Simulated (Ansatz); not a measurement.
# Geometry relaxation, with input and output: Si₃H₇OF (part 2 of 2)

The same run, continued: Si₃H₇OF; RKS PBE0-D4/def2-TZVP (Ansatz 0.2.0). 

Geometry of the input (Å):
```
Si -0.5230  1.6114  0.0053
Si 0.2295  0.8066  -2.0688
Si -1.5573  0.1173  1.5066
F  -1.6661  2.7032  -0.3115
O  0.7710  2.3569  0.6886
H  0.4830  1.9604  -2.9729
H  1.4853  0.0256  -1.9166
H  -0.8100  -0.0669  -2.6752
H  -0.5672  -0.8046  2.1259
H  -2.1996  0.9053  2.5965
H  -2.5994  -0.6871  0.8158
H  0.6894  2.7066  1.5778
```

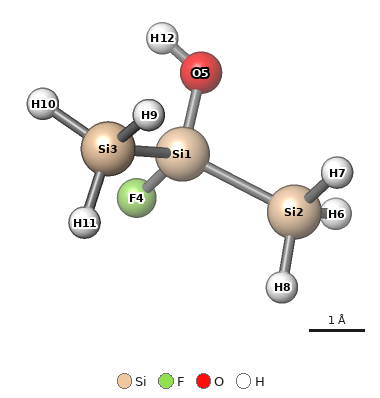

*The geometry at step 10 of the log (ball-and-stick view, seen at a tilt; atoms are numbered from 1 in the order of the input).*

## Trajectory as extended XYZ, continued
```
12
Properties=species:S:1:pos:R:3:forces:R:3 step=4 energy=-28501.92592
Si   -0.5466    1.6765    0.0064   -0.0172   0.0359  -0.0055
Si    0.2164    0.7915   -2.0255    0.0454  -0.0164  -0.0490
Si   -1.5320    0.1167    1.4655    0.0071  -0.0504   0.0782
F    -1.6928    2.7638   -0.3124    0.0282  -0.0309   0.0095
O     0.7447    2.4269    0.6900   -0.0149   0.0057  -0.0052
H     0.5592    1.8811   -2.9824    0.0081  -0.0478   0.0432
H     1.4126   -0.0634   -1.7799   -0.0457   0.0442  -0.0156
H    -0.8543   -0.0555   -2.6191    0.0059   0.0153   0.0062
H    -0.4996   -0.8515    1.9428   -0.0663   0.0666  -0.0242
H    -2.1295    0.8106    2.6459    0.0478  -0.0412  -0.0450
H    -2.6024   -0.6408    0.7619    0.0057   0.0161   0.0080
H     0.6599    2.7789    1.5780   -0.0041   0.0028  -0.0006
12
Properties=species:S:1:pos:R:3:forces:R:3 step=5 energy=-28501.92804
Si   -0.5522    1.6840    0.0042   -0.0322   0.0261   0.0028
Si    0.2196    0.7860   -2.0199    0.0596   0.0045  -0.0324
Si   -1.5271    0.1139    1.4613    0.0344  -0.0368   0.0862
F    -1.7107    2.7557   -0.3210    0.0262  -0.0147   0.0003
O     0.7276    2.4533    0.6883   -0.0172  -0.0063  -0.0111
H     0.6089    1.8636   -2.9732   -0.0131  -0.0490   0.0451
H     1.3933   -0.0939   -1.7553   -0.0505   0.0315  -0.0148
H    -0.8654   -0.0355   -2.6239    0.0172   0.0153   0.0009
H    -0.4900   -0.8713    1.8907   -0.0730   0.0499  -0.0241
H    -2.0794    0.7861    2.6768    0.0387  -0.0384  -0.0705
H    -2.6247   -0.6155    0.7689    0.0159   0.0176   0.0204
H     0.6357    2.8084    1.5744   -0.0061   0.0002  -0.0028
12
Properties=species:S:1:pos:R:3:forces:R:3 step=6 energy=-28501.93016
Si   -0.5655    1.6876   -0.0003    0.0175   0.0162  -0.0247
Si    0.2288    0.7832   -2.0146    0.0428   0.0072  -0.0274
Si   -1.5125    0.1055    1.4646   -0.0292  -0.0218   0.0799
F    -1.7367    2.7393   -0.3443    0.0182  -0.0302   0.0254
O     0.6988    2.4840    0.6822   -0.0236  -0.0052  -0.0011
H     0.6790    1.8501   -2.9530   -0.0278  -0.0429   0.0491
H     1.3674   -0.1348   -1.7302   -0.0443   0.0214  -0.0081
H    -0.8695    0.0011   -2.6478    0.0305   0.0162   0.0021
H    -0.4934   -0.9199    1.8374   -0.0532   0.0622  -0.0385
H    -1.9976    0.7645    2.7167    0.0315  -0.0410  -0.0883
H    -2.6586   -0.5757    0.7977    0.0423   0.0249   0.0418
H     0.5954    2.8499    1.5628   -0.0048  -0.0071  -0.0102
12
Properties=species:S:1:pos:R:3:forces:R:3 step=7 energy=-28501.93134
Si   -0.5730    1.6836   -0.0086   -0.0542   0.0180   0.0382
Si    0.2391    0.7786   -2.0158    0.0361   0.0143  -0.0543
Si   -1.5110    0.1073    1.4689   -0.0251  -0.0478   0.0654
F    -1.7620    2.7154   -0.3521    0.0354  -0.0091  -0.0121
O     0.6755    2.5022    0.6778   -0.0190  -0.0241  -0.0216
H     0.7327    1.8494   -2.9273   -0.0244  -0.0415   0.0406
H     1.3509   -0.1672   -1.7207   -0.0314   0.0217   0.0028
H    -0.8566    0.0265   -2.6907    0.0317   0.0317   0.0309
H    -0.4922   -0.9355    1.7869   -0.0542   0.0379  -0.0122
H    -1.9331    0.7604    2.7472    0.0335  -0.0370  -0.0982
H    -2.6972   -0.5523    0.8474    0.0806   0.0492   0.0407
H     0.5625    2.8666    1.5581   -0.0089  -0.0132  -0.0201
12
Properties=species:S:1:pos:R:3:forces:R:3 step=8 energy=-28501.93257
Si   -0.5879    1.6730   -0.0156    0.0062   0.0470  -0.0013
Si    0.2498    0.7849   -2.0187   -0.0327  -0.0168  -0.0282
Si   -1.5103    0.1039    1.4776   -0.0517  -0.0341   0.0268
F    -1.7751    2.7052   -0.3637    0.0231  -0.0261   0.0023
O     0.6621    2.4930    0.6660   -0.0114  -0.0001   0.0133
H     0.7584    1.8597   -2.9153   -0.0155  -0.0304   0.0348
H     1.3486   -0.1716   -1.7136   -0.0159   0.0170  -0.0043
H    -0.8465    0.0465   -2.7071    0.0408   0.0186   0.0051
H    -0.4977   -0.9479    1.7785   -0.0361   0.0293  -0.0054
H    -1.9005    0.7696    2.7579    0.0262  -0.0342  -0.0720
H    -2.7151   -0.5428    0.8807    0.0707   0.0374   0.0398
H     0.5497    2.8614    1.5446   -0.0037  -0.0076  -0.0108
12
Properties=species:S:1:pos:R:3:forces:R:3 step=9 energy=-28501.93311
Si   -0.5928    1.6689   -0.0191    0.0014   0.0122  -0.0196
Si    0.2462    0.7833   -2.0216   -0.0024   0.0055  -0.0161
Si   -1.5067    0.1011    1.4790   -0.0525   0.0050   0.0247
F    -1.7781    2.7016   -0.3709    0.0141  -0.0293   0.0177
O     0.6562    2.4880    0.6651   -0.0050   0.0007  -0.0059
H     0.7608    1.8701   -2.8973   -0.0002  -0.0183   0.0028
H     1.3460   -0.1686   -1.7101   -0.0017   0.0016  -0.0066
H    -0.8336    0.0465   -2.7348    0.0163   0.0169   0.0195
H    -0.5056   -0.9579    1.7837   -0.0036   0.0182  -0.0126
H    -1.8773    0.7838    2.7530    0.0054  -0.0252  -0.0202
H    -2.7216   -0.5375    0.9009    0.0324   0.0179   0.0171
H     0.5421    2.8556    1.5435   -0.0041  -0.0053  -0.0008
12
Properties=species:S:1:pos:R:3:forces:R:3 step=10 energy=-28501.93361
Si   -0.5920    1.6701   -0.0211   -0.0052   0.0037  -0.0092
Si    0.2514    0.7842   -2.0211    0.0035  -0.0038   0.0035
Si   -1.5069    0.1054    1.4789    0.0000  -0.0139   0.0080
F    -1.7863    2.6903   -0.3765    0.0091   0.0028   0.0034
O     0.6500    2.4980    0.6649   -0.0076  -0.0048  -0.0126
H     0.7688    1.8638   -2.9023    0.0017   0.0014  -0.0018
H     1.3480   -0.1713   -1.7104   -0.0021  -0.0003  -0.0021
H    -0.8337    0.0512   -2.7269    0.0002  -0.0016  -0.0026
H    -0.5072   -0.9589    1.7675   -0.0024   0.0054  -0.0029
H    -1.8634    0.7787    2.7597    0.0006  -0.0011   0.0023
H    -2.7273   -0.5238    0.9081    0.0006   0.0021  -0.0002
H     0.5341    2.8472    1.5504    0.0018   0.0101   0.0143
12
Properties=species:S:1:pos:R:3:forces:R:3 step=11 energy=-28501.93368
Si   -0.5944    1.6699   -0.0218   -0.0041   0.0057  -0.0054
Si    0.2523    0.7836   -2.0205    0.0018  -0.0050  -0.0038
Si   -1.5064    0.1050    1.4803   -0.0070  -0.0095   0.0048
F    -1.7886    2.6895   -0.3791    0.0087  -0.0008   0.0043
O     0.6467    2.4995    0.6639   -0.0073  -0.0026  -0.0078
H     0.7763    1.8632   -2.8981    0.0001  -0.0005   0.0010
H     1.3450   -0.1759   -1.7086   -0.0017   0.0005   0.0001
H    -0.8318    0.0546   -2.7326    0.0019   0.0017   0.0018
H    -0.5068   -0.9617    1.7606   -0.0040   0.0043  -0.0023
H    -1.8548    0.7757    2.7653    0.0023  -0.0037  -0.0052
H    -2.7314   -0.5200    0.9136    0.0074   0.0034   0.0044
H     0.5296    2.8515    1.5483    0.0019   0.0064   0.0079
12
Properties=species:S:1:pos:R:3:forces:R:3 step=12 energy=-28501.93372
Si   -0.5975    1.6700   -0.0231   -0.0026   0.0039  -0.0047
Si    0.2539    0.7827   -2.0197   -0.0016  -0.0019  -0.0057
Si   -1.5059    0.1041    1.4811   -0.0076  -0.0021   0.0039
F    -1.7922    2.6883   -0.3825    0.0069  -0.0029   0.0042
O     0.6420    2.5025    0.6622   -0.0081  -0.0008   0.0016
H     0.7868    1.8622   -2.8923   -0.0008  -0.0030   0.0018
H     1.3410   -0.1822   -1.7048   -0.0010   0.0007   0.0011
H    -0.8299    0.0598   -2.7387    0.0034   0.0030   0.0036
H    -0.5070   -0.9659    1.7498   -0.0030   0.0013  -0.0009
H    -1.8416    0.7719    2.7711    0.0024  -0.0045  -0.0081
H    -2.7375   -0.5156    0.9227    0.0095   0.0043   0.0039
H     0.5235    2.8570    1.5455    0.0026   0.0020  -0.0007
12
Properties=species:S:1:pos:R:3:forces:R:3 step=13 energy=-28501.93374
Si   -0.5988    1.6709   -0.0238   -0.0004   0.0028   0.0002
Si    0.2544    0.7823   -2.0192   -0.0009   0.0002  -0.0031
Si   -1.5048    0.1038    1.4809   -0.0049   0.0006   0.0001
F    -1.7941    2.6881   -0.3836    0.0045  -0.0031   0.0029
O     0.6394    2.5050    0.6620   -0.0062   0.0009   0.0039
H     0.7923    1.8600   -2.8910   -0.0012  -0.0027   0.0020
H     1.3382   -0.1854   -1.7014   -0.0004   0.0001   0.0006
H    -0.8296    0.0620   -2.7403    0.0022   0.0020   0.0027
H    -0.5073   -0.9688    1.7437   -0.0007   0.0004  -0.0008
H    -1.8345    0.7689    2.7737    0.0014  -0.0022  -0.0058
H    -2.7392   -0.5121    0.9255    0.0042   0.0015   0.0025
H     0.5198    2.8603    1.5450    0.0025  -0.0006  -0.0052
12
Properties=species:S:1:pos:R:3:forces:R:3 step=14 energy=-28501.93375
Si   -0.5993    1.6725   -0.0236    0.0013  -0.0005  -0.0025
Si    0.2545    0.7818   -2.0178   -0.0001   0.0030  -0.0002
Si   -1.5043    0.1029    1.4793    0.0033   0.0048   0.0010
F    -1.7953    2.6888   -0.3830    0.0017  -0.0014   0.0011
O     0.6381    2.5081    0.6618   -0.0062  -0.0010   0.0062
H     0.7958    1.8570   -2.8904   -0.0007  -0.0017   0.0011
H     1.3356   -0.1881   -1.6977   -0.0002   0.0001   0.0004
H    -0.8305    0.0633   -2.7387    0.0001  -0.0002   0.0002
H    -0.5071   -0.9711    1.7372    0.0001  -0.0003   0.0001
H    -1.8298    0.7660    2.7738   -0.0005  -0.0015  -0.0003
H    -2.7403   -0.5109    0.9261   -0.0008   0.0002  -0.0012
H     0.5182    2.8645    1.5442    0.0021  -0.0015  -0.0061
12
Properties=species:S:1:pos:R:3:forces:R:3 step=15 energy=-28501.93376
Si   -0.5990    1.6727   -0.0235    0.0012   0.0022   0.0013
Si    0.2541    0.7818   -2.0179   -0.0007   0.0010   0.0012
Si   -1.5040    0.1032    1.4792    0.0008   0.0010  -0.0007
F    -1.7948    2.6895   -0.3821    0.0009  -0.0012  -0.0001
O     0.6387    2.5076    0.6620   -0.0032  -0.0007   0.0024
H     0.7947    1.8567   -2.8912   -0.0003  -0.0010   0.0004
H     1.3355   -0.1875   -1.6971    0.0002   0.0001  -0.0006
H    -0.8310    0.0625   -2.7377    0.0003   0.0000  -0.0003
H    -0.5068   -0.9705    1.7379    0.0005  -0.0004   0.0002
H    -1.8318    0.7653    2.7735    0.0001   0.0003   0.0001
H    -2.7390   -0.5110    0.9242   -0.0011  -0.0005  -0.0006
H     0.5189    2.8647    1.5441    0.0012  -0.0008  -0.0033
```

## Key numbers

```tsv
quantity	value
outcome	converged
total energy	−28501.9338 eV
mean-field energy	−28501.6817 eV
dispersion energy	−0.2521 eV
SCF solution under orbital rotations	stable
largest force (length of the vector) at the end	0.004 eV/Å
dipole moment	1.37 D
hardware	4 CPU threads, shared host
wall time	21 s (CPU time 25 s)
peak memory	0.95 GiB
```
